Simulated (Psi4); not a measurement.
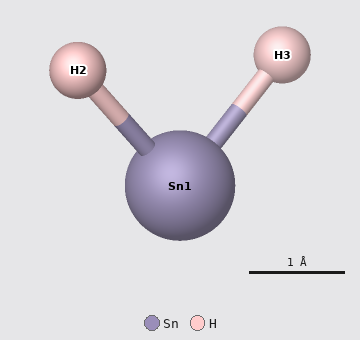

Fig. 1: The structure as given in the input (ball-and-stick view, seen at a tilt; atoms are numbered from 1 in the order of the input). Sticks mark near contacts.

# Geometry relaxation, with input and output: SnH2 (part 1 of 2)

- system: SnH2
- method: TPSS/def2-SVP, RKS, dispersion D4, core potentials def2 (Psi4 1.11)

The geometry comes from this level: GFN2-xTB.

### Input file (calc.dat)
```
memory 1600 mb

molecule m {
  Sn
  H 1 1.799967
  H 1 1.799676 2 87.03228
}

set {
  basis def2-SVP
}

opt('tpss-d4')
```

Run on 1 thread of Intel Xeon (Granite Rapids), 12 GiB of memory available, shared host.

Launch command:
```bash
psi4 calc.dat calc.out -n 1
```

### Log
```
Psi4 1.11 release

gradient() will perform analytic gradient computation.

   => Loading Basis Set <=

    Name: DEF2-SVP
    Role: ORBITAL
    Keyword: BASIS

    !!!  WARNING: ECP capability is in beta. Please check occupations closely.  !!!

   => TPSS-D4(BJ,EEQ)ATM: Empirical Dispersion <=

        a1 =       0.428223
        a2 =       4.542571
       alp =      16.000000
        s6 =       1.000000
        s8 =       1.765964
        s9 =       1.000000
        ga =       3.000000
        gc =       2.000000
        wf =       6.000000

         ---------------------------------------------------------
                                   SCF
                              RKS Reference
                        1 Threads,   1525 MiB Core
         ---------------------------------------------------------

  ==> Geometry <==

    Molecular point group: cs
    Full point group: Cs

    Geometry (in Angstrom), charge = 0, multiplicity = 1:

       Center              X                  Y                   Z               Mass
    ------------   -----------------  -----------------  -----------------  -----------------
         SN           0.014856938479     0.015649522099     0.000000000000   119.902201630000
         H            0.014856938479    -1.784317477901     0.000000000000     1.007825032230
         H           -1.782405447540    -0.077525693372     0.000000000000     1.007825032230

  Running in cs symmetry.

  Rotational constants: A =      5.44553  B =      4.99195  C =      2.60444 [cm^-1]
  Rotational constants: A = 163252.99357  B = 149654.93755  C =  78079.24993 [MHz]
  Nuclear repulsion =   13.150227248529456

  Charge       = 0
  Multiplicity = 1
  Electrons    = 24
  Nalpha       = 12
  Nbeta        = 12

  ==> Algorithm <==

  SCF Algorithm Type is DF.
  DIIS enabled.
  MOM disabled.
  Fractional occupation disabled.
  Guess Type is SAD.
  Energy threshold   = 1.00e-08
  Density threshold  = 1.00e-08
  Integral threshold = 1.00e-12

  ==> Primary Basis <==

  Basis Set: DEF2-SVP
    Blend: DEF2-SVP
    Number of shells: 16
    Number of basis functions: 36
    Number of Cartesian functions: 38
    Spherical Harmonics?: true
    Max angular momentum: 2

  Core potential: DEF2-SVP
    Number of shells: 4
    Number of ECP primitives: 18
    Number of ECP core electrons: 28
    Max angular momentum: 3

  ==> DFT Potential <==

   => LibXC <=

    Version 7.1.2

   => Composite Functional: TPSS-D4BJEEQATM <=

    TPSS Meta-GGA XC Functional

    Deriv               =              1
    GGA                 =           TRUE
    Meta                =           TRUE

    Exchange Hybrid     =          FALSE
    MP2 Hybrid          =          FALSE

   => Exchange Functionals <=

    1.0000   XC_MGGA_X_TPSS

   => Correlation Functionals <=

    1.0000   XC_MGGA_C_TPSS

   => LibXC Density Thresholds  <==

    XC_MGGA_C_TPSS:  1.00E-15
    XC_MGGA_X_TPSS:  1.00E-15

   => Molecular Quadrature <=

    Radial Scheme          =       TREUTLER
    Pruning Scheme         =           NONE
    Nuclear Scheme         =       TREUTLER

    Blocking Scheme        =         OCTREE
    BS radius alpha        =              1
    Pruning alpha          =              1
    Radial Points          =             75
    Spherical Points       =            302
    Total Points           =          64984
    Total Blocks           =            549
    Max Points             =            256
    Max Functions          =             36
    Weights Tolerance      =       1.00E-15

   => Loading Basis Set <=

    Name: (DEF2-SVP AUX)
    Role: JKFIT
    Keyword: DF_BASIS_SCF

  ==> Integral Setup <==

  DFHelper Memory: AOs need 0.003 GiB; user supplied 0.955 GiB.
  SCF_SUBTYPE=INCORE selected. In-core MEM_DF algorithm will be used.
  Using in-core AOs.

  ==> MemDFJK: Density-Fitted J/K Matrices <==

    J tasked:                   Yes
    K tasked:                    No
    wK tasked:                   No
    Memory [MiB]:               977
    Algorithm:                 Core
    Schwarz Cutoff:           1E-12
    Mask sparsity (%):       0.0000
    Fitting Condition:        1E-10

   => Auxiliary Basis Set <=

  Basis Set: (DEF2-SVP AUX)
    Blend: DEF2-UNIVERSAL-JKFIT
    Number of shells: 58
    Number of basis functions: 254
    Number of Cartesian functions: 349
    Spherical Harmonics?: true
    Max angular momentum: 5

  Cached 100.0% of DFT collocation blocks in 0.163 [GiB].

  Minimum eigenvalue in the overlap matrix is 2.9223291629E-02.
  Reciprocal condition number of the overlap matrix is 8.0913625284E-03.
    Using symmetric orthogonalization.

  ==> Pre-Iterations <==

  SCF Guess: Superposition of Atomic Densities via on-the-fly atomic UHF (no occupation information).

   -------------------------
    Irrep   Nso     Nmo
   -------------------------
     A'        26      26
     A"        10      10
   -------------------------
    Total      36      36
   -------------------------

  ==> Iterations <==

                           Total Energy        Delta E     RMS |[F,P]|

   @DF-RKS iter SAD:  -214.03831401343334   -2.14038e+02   0.00000e+00
   @DF-RKS iter   1:  -215.31229169540271   -1.27398e+00   1.00551e-02 DIIS/ADIIS
   @DF-RKS iter   2:  -215.34007026845239   -2.77786e-02   8.67205e-03 DIIS/ADIIS
   @DF-RKS iter   3:  -215.36789664509624   -2.78264e-02   3.30215e-04 DIIS/ADIIS
   @DF-RKS iter   4:  -215.36795128360887   -5.46385e-05   2.89867e-05 DIIS
   @DF-RKS iter   5:  -215.36795143690290   -1.53294e-07   2.73058e-05 DIIS
   @DF-RKS iter   6:  -215.36795207311053   -6.36208e-07   1.10232e-06 DIIS
   @DF-RKS iter   7:  -215.36795207384520   -7.34673e-10   1.10582e-07 DIIS
   @DF-RKS iter   8:  -215.36795207385327   -8.07177e-12   1.42320e-08 DIIS
   @DF-RKS iter   9:  -215.36795207385330   -2.84217e-14   3.18438e-09 DIIS
  Energy and wave function converged.

  ==> Post-Iterations <==

   Electrons on quadrature grid:
      Ntotal   =   23.9999988452 ; deviation = -1.155e-06

    Orbital Energies [Eh]
    ---------------------

    Doubly Occupied:

       1Ap    -4.926037     1App   -3.308195     2Ap    -3.293575
       3Ap    -3.289814     4Ap    -0.947946     2App   -0.944108
       3App   -0.940858     5Ap    -0.931314     6Ap    -0.928523
       7Ap    -0.435392     8Ap    -0.258717     9Ap    -0.214412

    Virtual:

       4App   -0.133493    10Ap    -0.007314    11Ap     0.038456
      12Ap     0.147938    13Ap     0.210694    14Ap     0.216399
       5App    0.216716    15Ap     0.303343     6App    0.304456
       7App    0.305504    16Ap     0.419814    17Ap     0.431250
      18Ap     0.591578    19Ap     0.689876    20Ap     1.439863
       8App    1.489081     9App    1.544411    21Ap     1.599448
      22Ap     1.850209    23Ap     1.867324    10App   14.308735
      24Ap    14.591203    25Ap    14.598945    26Ap    51.580323

    Final Occupation by Irrep:
             Ap   App
    DOCC [     9,    3 ]
    NA   [     9,    3 ]
    NB   [     9,    3 ]

  @DF-RKS Final Energy:  -215.36795207385330

   => Energetics <=

    Nuclear Repulsion Energy =             13.1502272485294558
    One-Electron Energy =                -403.5110741774358303
    Two-Electron Energy =                 193.6353064974294114
    DFT Exchange-Correlation Energy =     -18.6409924354884495
    Empirical Dispersion Energy =          -0.0014192068879165
    VV10 Nonlocal Energy =                  0.0000000000000000
    Total Energy =                       -215.3679520738533029

Computation Completed

Properties will be evaluated at   0.000000,   0.000000,   0.000000 [a0]

Properties computed using the SCF density matrix

 Multipole Moments:

 ------------------------------------------------------------------------------------
     Multipole            Electronic (a.u.)      Nuclear  (a.u.)        Total (a.u.)
 ------------------------------------------------------------------------------------

 L = 1.  Multiply by 2.5417464519 to convert [e a0] to [Debye]
 Dipole X            :          2.9599345           -2.7225206            0.2374139
 Dipole Y            :          3.1181891           -2.8677608            0.2504282
 Dipole Z            :          0.0000000            0.0000000            0.0000000
 Magnitude           :                                                    0.3450792

 ------------------------------------------------------------------------------------

	total time  =          4 seconds =       0.07 minutes

         ------------------------------------------------------------
                                   SCF GRAD
         ------------------------------------------------------------

  ==> Geometry <==

    Molecular point group: cs
    Full point group: Cs

    Geometry (in Angstrom), charge = 0, multiplicity = 1:

       Center              X                  Y                   Z               Mass
    ------------   -----------------  -----------------  -----------------  -----------------
         SN           0.014856938479     0.015649522099     0.000000000000   119.902201630000
         H            0.014856938479    -1.784317477901     0.000000000000     1.007825032230
         H           -1.782405447540    -0.077525693372     0.000000000000     1.007825032230

  Nuclear repulsion =   13.150227248529456

  ==> Basis Set <==

  Basis Set: DEF2-SVP
    Blend: DEF2-SVP
    Number of shells: 16
    Number of basis functions: 36
    Number of Cartesian functions: 38
    Spherical Harmonics?: true
    Max angular momentum: 2

  Core potential: DEF2-SVP
    Number of shells: 4
    Number of ECP primitives: 18
    Number of ECP core electrons: 28
    Max angular momentum: 3

  ==> DFJKGrad: Density-Fitted SCF Gradients <==

    Gradient:                    1
    J tasked:                  Yes
    K tasked:                   No
    wK tasked:                  No
    Integrals threads:           1
    Memory [MiB]:             1144
    Schwarz Cutoff:          1E-12
    Fitting Condition:       1E-10

   => Auxiliary Basis Set <=

  Basis Set: (DEF2-SVP AUX)
    Blend: DEF2-UNIVERSAL-JKFIT
    Number of shells: 58
    Number of basis functions: 254
    Number of Cartesian functions: 349
    Spherical Harmonics?: true
    Max angular momentum: 5

   => Molecular Quadrature <=

    Radial Scheme          =       TREUTLER
    Pruning Scheme         =           NONE
    Nuclear Scheme         =       TREUTLER

    Blocking Scheme        =         OCTREE
    BS radius alpha        =              1
    Pruning alpha          =              1
    Radial Points          =             75
    Spherical Points       =            302
    Total Points           =          64984
    Total Blocks           =            549
    Max Points             =            256
    Max Functions          =             36
    Weights Tolerance      =       1.00E-15

  -Total Gradient:
     Atom            X                  Y                   Z
    ------   -----------------  -----------------  -----------------
       1        0.003568521440     0.003816543045     0.000000000000
       2       -0.001955659629    -0.001752214844     0.000000000000
       3       -0.001590410126    -0.002042544158     0.000000000000

	total time  =          0 seconds =       0.00 minutes

    			-----------------------------------------

    			 OPTKING 3.0: for geometry optimizations

    			        with contributions from

    			-----------------------------------------

	                            ===> Fragment 1 <==

	 Z (Atomic Numbers)          Masses                          Geom
	      50.000000            119.902202         0.02807554  0.02957331  0.00000000
	       1.000000             1.007825          0.02807554 -3.37187135  0.00000000
	       1.000000             1.007825         -3.36825814 -0.14650233  0.00000000

	 - Coordinate -           - BOHR/RAD -       - ANG/DEG -
	 R(1,2)           =         3.401445           1.799967
	 R(1,3)           =         3.400895           1.799676
	 B(2,1,3)         =         1.519000          87.032280

	        --- Internal Coordinate Step in ANG or DEG, aJ/ANG or AJ/DEG ---
	-------------------------------------------------------------------------------
	           Coordinate      Previous         Force          Change          New
	           ----------      --------        ------          ------        ------
	               R(1,2)       1.79997       -0.01450       -0.01102       1.78895
	               R(1,3)       1.79968       -0.01402       -0.01065       1.78903
	             B(2,1,3)      87.03228        0.00051        2.38653      89.41881
	-------------------------------------------------------------------------------

	                                 ==> Convergence Check <==

	Measures of convergence in internal coordinates in au.

	Criteria marked as inactive (o), active & met (*), and active & unmet ( ).

	----------------------------------------------------------------------------------------------~
	   Step    Total Energy     Delta E     Max Force     RMS Force      Max Disp      RMS Disp   ~
	----------------------------------------------------------------------------------------------~
	  Convergence Criteria     1.00e-06 *    3.00e-04 *             o    1.20e-03 *             o~
	----------------------------------------------------------------------------------------------~
	     1    -215.36795207   -2.15e+02      6.68e-03      4.11e-03 o    4.17e-02      2.93e-02 o  ~
	----------------------------------------------------------------------------------------------

Next Geometry in Ang
	Fragment 1 (Ang)

	   Sn  -0.0005594906  -0.0007765132   0.0000000000
	    H   0.0365995942  -1.7893388287   0.0000000000
	    H  -1.7887316741  -0.0560783073   0.0000000000

    Structure for next step:
    Molecular point group: cs
    Full point group: Cs

    Geometry (in Angstrom), charge = 0, multiplicity = 1:

    SN
    H             1    1.788948
    H             1    1.789027      2   89.418813

gradient() will perform analytic gradient computation.

  ==> Geometry <==

    Molecular point group: cs
    Full point group: Cs

    Geometry (in Angstrom), charge = 0, multiplicity = 1:

       Center              X                  Y                   Z               Mass
    ------------   -----------------  -----------------  -----------------  -----------------
         SN           0.014788101448     0.014938220554     0.000000000000   119.902201630000
         H            0.014788101448    -1.774010060913     0.000000000000     1.007825032230
         H           -1.774146983025    -0.003208678029     0.000000000000     1.007825032230

  Running in cs symmetry.

  Rotational constants: A =      5.27989  B =      5.26082  C =      2.63517 [cm^-1]
  Rotational constants: A = 158287.02551  B = 157715.43881  C =  79000.35761 [MHz]
  Nuclear repulsion =   13.225297394762745

  Charge       = 0
  Multiplicity = 1
  Electrons    = 24
  Nalpha       = 12
  Nbeta        = 12

  ==> Algorithm <==

  SCF Algorithm Type is DF.
  DIIS enabled.
  MOM disabled.
  Fractional occupation disabled.
  Guess Type is READ.
  Energy threshold   = 1.00e-08
  Density threshold  = 1.00e-08
  Integral threshold = 1.00e-12

   => Molecular Quadrature <=

    Radial Scheme          =       TREUTLER
    Pruning Scheme         =           NONE
    Nuclear Scheme         =       TREUTLER

    Blocking Scheme        =         OCTREE
    BS radius alpha        =              1
    Pruning alpha          =              1
    Radial Points          =             75
    Spherical Points       =            302
    Total Points           =          64977
    Total Blocks           =            547
    Max Points             =            256
    Max Functions          =             36
    Weights Tolerance      =       1.00E-15

   => Loading Basis Set <=

    Name: DEF2-SVP
    Role: ORBITAL
    Keyword: BASIS

    !!!  WARNING: ECP capability is in beta. Please check occupations closely.  !!!

  Reading orbitals from file scr/calc.m.8452.180.npy, no projection.

   => Auxiliary Basis Set <=

  Basis Set: (DEF2-SVP AUX)
    Blend: DEF2-UNIVERSAL-JKFIT
    Number of shells: 58
    Number of basis functions: 254
    Number of Cartesian functions: 349
    Spherical Harmonics?: true
    Max angular momentum: 5

  Cached 100.0% of DFT collocation blocks in 0.163 [GiB].

  Minimum eigenvalue in the overlap matrix is 2.9440546052E-02.
  Reciprocal condition number of the overlap matrix is 8.1589750091E-03.
    Using symmetric orthogonalization.

  ==> Pre-Iterations <==

  SCF Guess: Orbitals guess was supplied from a previous computation.
```
